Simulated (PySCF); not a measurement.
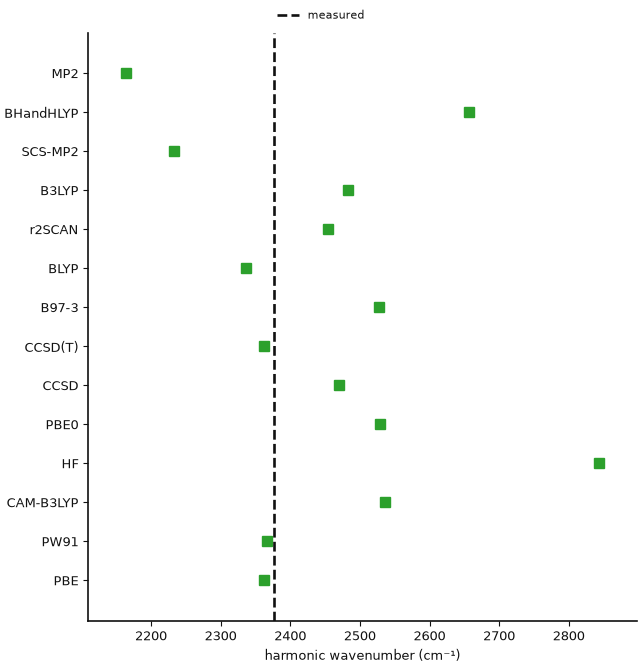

Harmonic wavenumber of NO⁺, singlet at several levels, def2-TZVPPD (non-relativistic), PySCF 2.14.0, no spin-orbit coupling, from fits to the bond curves (references: RHF and UKS, as the method has it). The measured value is Huber and Herzberg's. Correlated wave-function values are in the same finite basis, not at its limit.

Q: Which level comes closest to the line (measured), and which misses most?

A: Closest PW91 (2366 cm⁻¹), against 2376 cm⁻¹; farthest HF (2843 cm⁻¹).

Q: What range do the values span, the line included?

A: From 2164 cm⁻¹ (MP2) to 2843 cm⁻¹ (HF).
